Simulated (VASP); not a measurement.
Band structure of NiSi2 (fluorite). All values below come from AM05 GGA, VASP's PBE PAW potentials (set 64) (plane waves; VASP).

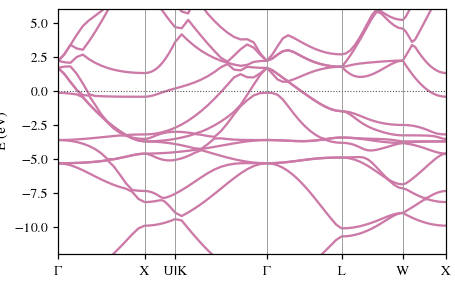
Figure. Bands along high-symmetry lines, zero at the valence-band maximum or, without a gap, the Fermi level

Problem. Read the plot: is there a gap, and where are the band edges?

Solution. It has no gap at this level: it comes out as a metal or semimetal. (Edges off the drawn lines would not show.)

The compound is NiSi2 in the fluorite structure. It was relaxed first. The run is not spin-polarised, so no magnetic state was tried.
